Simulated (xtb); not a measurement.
# Geometry relaxation, with input and output: CH6O2Si2 (part 3 of 3)

CH6O2Si2, SMILES O[SiH2][SiH]1CO1; GFN2-xTB (xtb 6.7.1). The geometry: force field.

Geometry of the input (Å):
```
O  0.0104  1.9306  -1.0214
Si 1.1045  1.1567  -0.1453
Si 0.3085  -0.8626  0.5371
C  -1.1717  -1.4594  -0.1741
O  -1.2257  -0.7612  1.0428
H  -0.8866  2.1526  -0.5885
H  1.4902  2.0216  1.0158
H  2.3598  1.0178  -0.9920
H  1.1058  -1.7535  1.4935
H  -1.6069  -0.9626  -1.0305
H  -1.4230  -2.5371  -0.1169
```

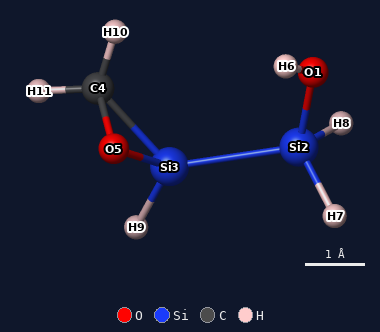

The geometry at step 5 of the log (ball-and-stick view, seen at a tilt; atoms are numbered from 1 in the order of the input).

Output, continued
```
         #    Occupation            Energy/Eh            Energy/eV
      -------------------------------------------------------------
         1        2.0000           -0.7966667             -21.6784
       ...           ...                  ...                  ...
         9        2.0000           -0.4906547             -13.3514
        10        2.0000           -0.4863577             -13.2345
        11        2.0000           -0.4645207             -12.6403
        12        2.0000           -0.4272134             -11.6251
        13        2.0000           -0.4205894             -11.4448
        14        2.0000           -0.3808837             -10.3644
        15        2.0000           -0.3686815             -10.0323 (HOMO)
        16                         -0.2198412              -5.9822 (LUMO)
        17                         -0.1981120              -5.3909
        18                         -0.1726031              -4.6968
        19                         -0.1462908              -3.9808
        20                         -0.1383389              -3.7644
       ...                                ...                  ...
        36                          1.0167864              27.6682
      -------------------------------------------------------------
                  HL-Gap            0.1488402 Eh            4.0501 eV
             Fermi-level           -0.2942613 Eh           -8.0073 eV

 SCC (total)                   0 d,  0 h,  0 min,  0.003 sec
 SCC setup                      ...        0 min,  0.000 sec (  1.098%)
 Dispersion                     ...        0 min,  0.000 sec (  0.531%)
 classical contributions        ...        0 min,  0.000 sec (  0.227%)
 integral evaluation            ...        0 min,  0.001 sec ( 24.294%)
 iterations                     ...        0 min,  0.001 sec ( 25.436%)
 molecular gradient             ...        0 min,  0.001 sec ( 46.812%)
 printout                       ...        0 min,  0.000 sec (  1.410%)

         :::::::::::::::::::::::::::::::::::::::::::::::::::::
         ::                     SUMMARY                     ::
         :::::::::::::::::::::::::::::::::::::::::::::::::::::
         :: total energy             -16.819380678211 Eh    ::
         :: gradient norm              0.000578094592 Eh/a0 ::
         :: HOMO-LUMO gap              4.050148753743 eV    ::
         ::.................................................::
         :: SCC energy               -16.954642565243 Eh    ::
         :: -> isotropic ES            0.068698832429 Eh    ::
         :: -> anisotropic ES         -0.000738086158 Eh    ::
         :: -> anisotropic XC          0.002294538945 Eh    ::
         :: -> dispersion             -0.006622050639 Eh    ::
         :: repulsion energy           0.135261887033 Eh    ::
         :: add. restraining           0.000000000000 Eh    ::
         :: total charge               0.000000000000 e     ::
         :::::::::::::::::::::::::::::::::::::::::::::::::::::

           -------------------------------------------------
          |                Property Printout                |
           -------------------------------------------------

    * Orbital Energies and Occupations

         #    Occupation            Energy/Eh            Energy/eV
      -------------------------------------------------------------
         1        2.0000           -0.7966667             -21.6784
       ...           ...                  ...                  ...
         3        2.0000           -0.6554193             -17.8349
         4        2.0000           -0.6083271             -16.5534
         5        2.0000           -0.5789024             -15.7527
         6        2.0000           -0.5507970             -14.9879
         7        2.0000           -0.5086402             -13.8408
         8        2.0000           -0.5017099             -13.6522
         9        2.0000           -0.4906547             -13.3514
        10        2.0000           -0.4863577             -13.2345
        11        2.0000           -0.4645207             -12.6403
        12        2.0000           -0.4272134             -11.6251
        13        2.0000           -0.4205894             -11.4448
        14        2.0000           -0.3808837             -10.3644
        15        2.0000           -0.3686815             -10.0323 (HOMO)
        16                         -0.2198412              -5.9822 (LUMO)
        17                         -0.1981120              -5.3909
        18                         -0.1726031              -4.6968
        19                         -0.1462908              -3.9808
        20                         -0.1383389              -3.7644
        21                         -0.0910982              -2.4789
        22                         -0.0698088              -1.8996
        23                         -0.0266460              -0.7251
        24                          0.0071278               0.1940
        25                          0.0289115               0.7867
        26                          0.0470482               1.2802
       ...                                ...                  ...
        36                          1.0167864              27.6682
      -------------------------------------------------------------
                  HL-Gap            0.1488402 Eh            4.0501 eV
             Fermi-level           -0.2942613 Eh           -8.0073 eV

     #   Z          covCN         q      C6AA      α(0)
     1   8 O        1.576    -0.468    22.264     6.367
     2  14 Si       3.558     0.443   100.291    19.279
     3  14 Si       3.518     0.436   101.564    19.465
     4   6 C        3.575    -0.047    22.213     6.851
     5   8 O        1.612    -0.423    21.316     6.231
     6   1 H        0.809     0.305     0.704     1.318
     7   1 H        0.917    -0.104     5.697     3.733
     8   1 H        0.920    -0.100     5.578     3.694
     9   1 H        0.919    -0.083     4.989     3.493
    10   1 H        0.925     0.017     2.785     2.610
    11   1 H        0.926     0.023     2.692     2.566

 Mol. C6AA /au·bohr⁶  :       2001.188098
 Mol. C8AA /au·bohr⁸  :      74409.444165
 Mol. α(0) /au        :         75.606945

Wiberg/Mayer (AO) data.
largest (>0.10) Wiberg bond orders for each atom

 ---------------------------------------------------------------------------
     #   Z sym  total        # sym  WBO       # sym  WBO       # sym  WBO
 ---------------------------------------------------------------------------
     1   8 O    2.203 --     2 Si   1.237     6 H    0.886
     2  14 Si   3.927 --     1 O    1.237     8 H    0.895     7 H    0.888
                             3 Si   0.772
     3  14 Si   3.737 --     5 O    1.142     9 H    0.874     4 C    0.867
                             2 Si   0.772
     4   6 C    3.859 --    10 H    0.989    11 H    0.989     5 O    0.941
                             3 Si   0.867
     5   8 O    2.154 --     3 Si   1.142     4 C    0.941
     6   1 H    0.907 --     1 O    0.886
     7   1 H    0.989 --     2 Si   0.888
     8   1 H    0.990 --     2 Si   0.895
     9   1 H    0.993 --     3 Si   0.874
    10   1 H    1.000 --     4 C    0.989
    11   1 H    0.999 --     4 C    0.989
 ---------------------------------------------------------------------------

Topologies differ in total number of bonds
Writing topology from bond orders to xtbtopo.mol

molecular dipole:
                 x           y           z       tot (Debye)
 q only:        0.797       0.075      -0.174
   full:        0.455       0.194      -0.085       1.277
molecular quadrupole (traceless):
                xx          xy          yy          xz          yz          zz
 q only:        0.255      -4.930       0.773       4.068       3.404      -1.028
  q+dip:        0.297      -4.953       1.291       4.871       2.792      -1.588
   full:        1.089      -4.612       0.843       4.934       3.320      -1.932

           -------------------------------------------------
          |                Geometry Summary                 |
           -------------------------------------------------

      molecular mass/u    :      106.2281877
   center of mass at/Å    :        0.0875004       0.1304387       0.1141273
  moments of inertia/u·Å² :        0.7919872E+02   0.2705425E+03   0.3105202E+03
rotational constants/cm⁻¹ :        0.2128523E+00   0.6231049E-01   0.5428835E-01

 * 10 selected distances

     #   Z          #   Z                                           value/Å
     1   8 O        2  14 Si                                      1.6234884
     2  14 Si       3  14 Si                                      2.2896303 (max)
     3  14 Si       4   6 C                                       1.8537595
     3  14 Si       5   8 O                                       1.6569271
     1   8 O        6   1 H                                       0.9532273 (min)
     2  14 Si       7   1 H                                       1.4693379
     2  14 Si       8   1 H                                       1.4586748
     3  14 Si       9   1 H                                       1.4601981
     4   6 C       10   1 H                                       1.0817108
     4   6 C       11   1 H                                       1.0808194

 * 6 distinct bonds (by element types)

   Z      Z             #   av. dist./Å        max./Å        min./Å
   1 H    6 C           2     1.0812651     1.0817108     1.0808194
   1 H    8 O           1     0.9532273     0.9532273     0.9532273
   1 H   14 Si          3     1.4627369     1.4693379     1.4586748
   6 C   14 Si          1     1.8537595     1.8537595     1.8537595
   8 O   14 Si          2     1.6402078     1.6569271     1.6234884
  14 Si  14 Si          1     2.2896303     2.2896303     2.2896303

optimized geometry written to: xtbopt.xyz

           -------------------------------------------------
          | TOTAL ENERGY              -16.819380678211 Eh   |
          | GRADIENT NORM               0.000578094592 Eh/α |
          | HOMO-LUMO GAP               4.050148753743 eV   |
           -------------------------------------------------

------------------------------------------------------------------------
------------------------------------------------------------------------
 total:
 *  cpu-time:     0 d,  0 h,  0 min,  0.057 sec
 * ratio c/w:     1.000 speedup
 SCF:
 *  cpu-time:     0 d,  0 h,  0 min,  0.005 sec
 * ratio c/w:     1.000 speedup
 ANC optimizer:
 *  cpu-time:     0 d,  0 h,  0 min,  0.045 sec
 * ratio c/w:     1.000 speedup
```

File xtbopt.xyz
```
11
 energy: -16.819380678211 gnorm: 0.000578094592 xtb: 6.7.1
O            0.08796713028272        2.06505127479343       -0.97411052865196
Si           1.15862194747803        1.22417559560508       -0.08961039520006
Si           0.31757442673557       -0.79024043032707        0.60116662058849
C           -1.15669968484504       -1.58046945721853       -0.19788133583397
O           -1.28969561171652       -0.76074263481163        1.00268846818899
H           -0.82044520071625        2.17923254227321       -0.70879592549918
H            1.57985409772000        2.03422914100263        1.06161941360994
H            2.25213346733546        1.07468943029363       -1.04334953725410
H            1.04775291040746       -1.75630298841517        1.41709590278855
H           -1.67389937967716       -1.13993615689826       -1.03962531204567
H           -1.43786410300420       -2.60678631629737       -0.00869737069099
```

Standard error
```
normal termination of xtb
```

Trajectory as extended XYZ (Å, eV, eV/Å), 10 frames, from step=0 to step=9
```
11
Properties=species:S:1:pos:R:3 step=0 energy=-457.16392
O     0.0104    1.9306   -1.0214
Si    1.1045    1.1567   -0.1453
Si    0.3085   -0.8626    0.5371
C    -1.1717   -1.4594   -0.1741
O    -1.2257   -0.7612    1.0428
H    -0.8866    2.1526   -0.5885
H     1.4902    2.0216    1.0158
H     2.3598    1.0178   -0.9920
H     1.1058   -1.7535    1.4935
H    -1.6069   -0.9626   -1.0305
H    -1.4230   -2.5371   -0.1169
11
Properties=species:S:1:pos:R:3 step=1 energy=-457.58326
O     0.0187    1.9432   -1.0150
Si    1.1338    1.1856   -0.1292
Si    0.3444   -0.8342    0.5962
C    -1.1535   -1.4903   -0.1942
O    -1.2379   -0.7688    1.0319
H    -0.8498    2.1408   -0.6125
H     1.4912    2.0337    1.0243
H     2.3129    1.0315   -1.0087
H     1.0887   -1.7725    1.4639
H    -1.6304   -0.9895   -1.0299
H    -1.4528   -2.5366   -0.1064
11
Properties=species:S:1:pos:R:3 step=2 energy=-457.66208
O     0.0333    1.9530   -1.0023
Si    1.1470    1.1950   -0.0980
Si    0.3452   -0.8147    0.6330
C    -1.1439   -1.5217   -0.2071
O    -1.2677   -0.7734    1.0233
H    -0.8212    2.1432   -0.6355
H     1.5317    2.0650    1.0175
H     2.2644    1.0575   -1.0222
H     1.0634   -1.7861    1.4419
H    -1.6335   -1.0233   -1.0365
H    -1.4534   -2.5515   -0.0937
11
Properties=species:S:1:pos:R:3 step=3 energy=-457.67167
O     0.0522    1.9831   -0.9980
Si    1.1561    1.2129   -0.0876
Si    0.3415   -0.8098    0.6350
C    -1.1448   -1.5359   -0.2053
O    -1.2741   -0.7680    1.0215
H    -0.8260    2.1420   -0.6600
H     1.5435    2.0731    1.0369
H     2.2506    1.0593   -1.0406
H     1.0539   -1.8037    1.4307
H    -1.6338   -1.0466   -1.0389
H    -1.4539   -2.5634   -0.0731
11
Properties=species:S:1:pos:R:3 step=4 energy=-457.67472
O     0.0676    2.0104   -0.9921
Si    1.1563    1.2137   -0.0831
Si    0.3395   -0.8025    0.6234
C    -1.1476   -1.5480   -0.2027
O    -1.2731   -0.7577    1.0175
H    -0.8305    2.1413   -0.6828
H     1.5561    2.0602    1.0500
H     2.2444    1.0700   -1.0427
H     1.0491   -1.7994    1.4195
H    -1.6421   -1.0715   -1.0395
H    -1.4544   -2.5736   -0.0472
11
Properties=species:S:1:pos:R:3 step=5 energy=-457.67654
O     0.0706    2.0196   -0.9899
Si    1.1590    1.2162   -0.0864
Si    0.3352   -0.8021    0.6160
C    -1.1512   -1.5556   -0.2014
O    -1.2746   -0.7573    1.0154
H    -0.8269    2.1481   -0.6876
H     1.5594    2.0530    1.0544
H     2.2492    1.0765   -1.0432
H     1.0482   -1.7895    1.4189
H    -1.6501   -1.0854   -1.0389
H    -1.4536   -2.5805   -0.0369
11
Properties=species:S:1:pos:R:3 step=6 energy=-457.67789
O     0.0761    2.0347   -0.9850
Si    1.1607    1.2187   -0.0896
Si    0.3278   -0.7978    0.6068
C    -1.1550   -1.5652   -0.1999
O    -1.2786   -0.7586    1.0122
H    -0.8240    2.1574   -0.6963
H     1.5653    2.0428    1.0588
H     2.2562    1.0811   -1.0420
H     1.0494   -1.7760    1.4166
H    -1.6633   -1.1046   -1.0368
H    -1.4494   -2.5894   -0.0243
11
Properties=species:S:1:pos:R:3 step=7 energy=-457.67835
O     0.0819    2.0492   -0.9802
Si    1.1606    1.2216   -0.0897
Si    0.3233   -0.7954    0.6012
C    -1.1570   -1.5726   -0.1990
O    -1.2817   -0.7592    1.0085
H    -0.8234    2.1648   -0.7042
H     1.5718    2.0377    1.0615
H     2.2572    1.0803   -1.0409
H     1.0502   -1.7661    1.4149
H    -1.6715   -1.1201   -1.0363
H    -1.4464   -2.5970   -0.0152
11
Properties=species:S:1:pos:R:3 step=8 energy=-457.67857
O     0.0880    2.0647   -0.9747
Si    1.1594    1.2236   -0.0906
Si    0.3170   -0.7889    0.6002
C    -1.1574   -1.5803   -0.1977
O    -1.2893   -0.7606    1.0040
H    -0.8204    2.1775   -0.7104
H     1.5781    2.0315    1.0629
H     2.2555    1.0767   -1.0420
H     1.0498   -1.7563    1.4138
H    -1.6770   -1.1389   -1.0376
H    -1.4384   -2.6062   -0.0074
11
Properties=species:S:1:pos:R:3 step=9 energy=-457.67866
O     0.0880    2.0650   -0.9741
Si    1.1586    1.2242   -0.0896
Si    0.3176   -0.7902    0.6012
C    -1.1567   -1.5805   -0.1979
O    -1.2897   -0.7607    1.0027
H    -0.8205    2.1792   -0.7088
H     1.5798    2.0342    1.0616
H     2.2521    1.0747   -1.0433
H     1.0477   -1.7563    1.4171
H    -1.6739   -1.1399   -1.0396
H    -1.4379   -2.6068   -0.0087
```

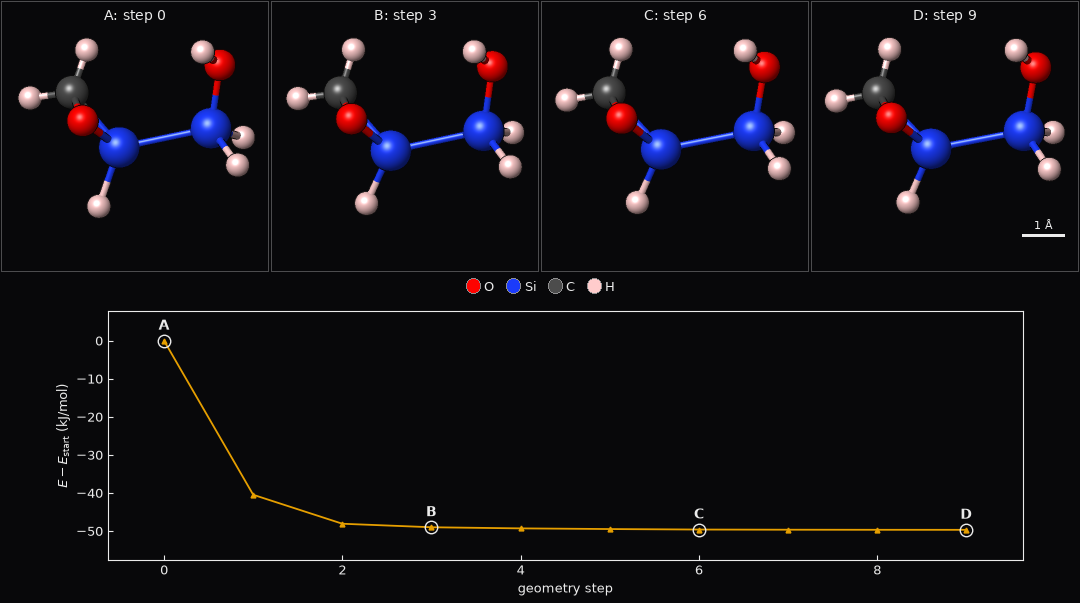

Frames of the relaxation (ball-and-stick view, seen at a tilt) above the curves, on which the letters mark them (steps are counted from 0).

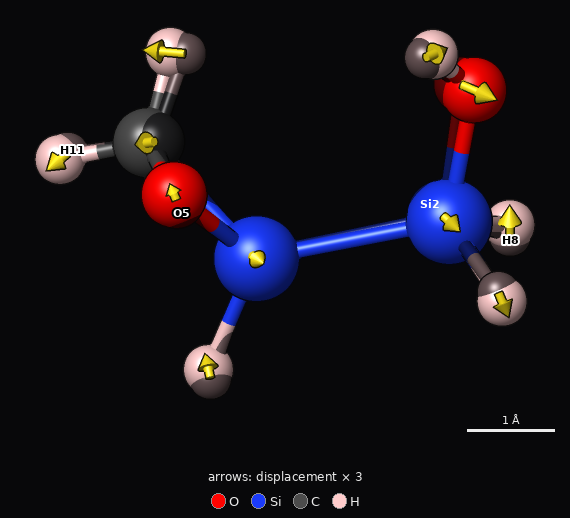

Start (faint) and end (solid) with the displacements as yellow arrows, magnified 3 times (ball-and-stick view, seen at a tilt). The two geometries are laid on each other by the best rigid fit. The atom that moves furthest after the best rigid fit is H10 (0.18 Å). By element the largest moves are H 0.18 Å, O 0.17 Å, C 0.12 Å, Si 0.11 Å. Distances before and after: Si3–C4 1.747 → 1.854 Å, Si3–H9 1.531 → 1.460 Å, O1–H6 1.020 → 0.953 Å, Si2–H8 1.521 → 1.459 Å. Among the angles that change: C4–Si3–H9 119.8° → 110.9°, O1–Si2–H8 107.7° → 101.0°, H7–Si2–H8 105.8° → 110.7°. Over 9 geometry steps the energy falls by 49.7 kJ/mol. (Atoms are counted from 1 in the order of the input.)

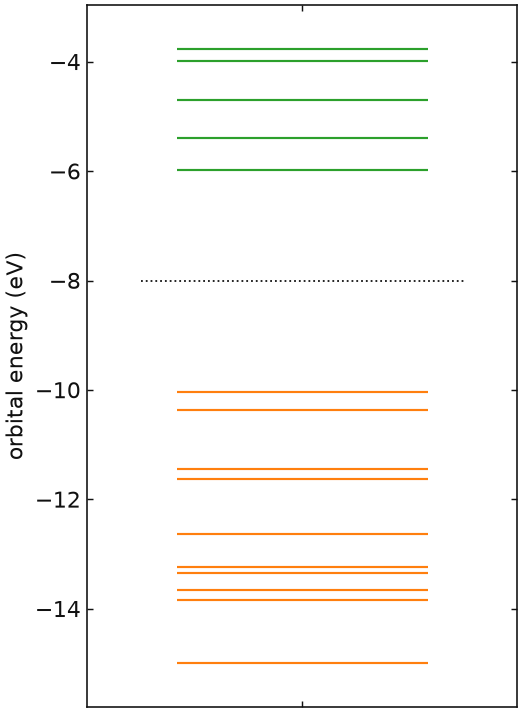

Orbital energies near the frontier; the dotted line parts filled from empty levels, and levels within 0.02 eV of each other stand side by side. Highest filled −10.03 eV, lowest empty −5.98 eV, 4.05 eV apart.

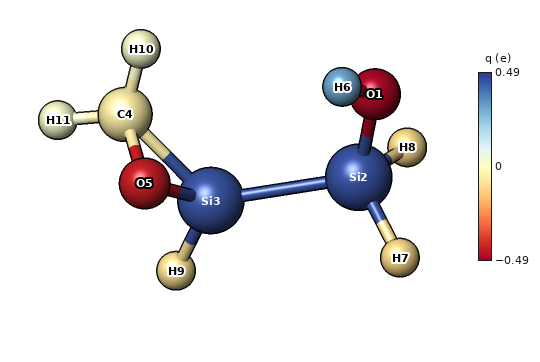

Mulliken charges, as the colour of each atom (ball-and-stick view, seen at a tilt; atoms are numbered from 1 in the order of the input). By element: O −0.47 to −0.42, Si +0.44, C −0.05 and H −0.10 to +0.31 e.

Summary

| quantity | value |
| --- | --- |
| outcome | converged |
| electrons treated | 30 |
| total energy | −16.819381 hartree |
| dispersion energy | −0.006622 hartree |
| basis functions | 38 |
| HOMO | −10.03 eV |
| LUMO | −5.98 eV |
| dipole moment | 1.28 D |
| hardware | 1 thread of Intel Xeon (Granite Rapids), 16 GiB of memory available, shared host |
| peak memory | 0.07 GiB |
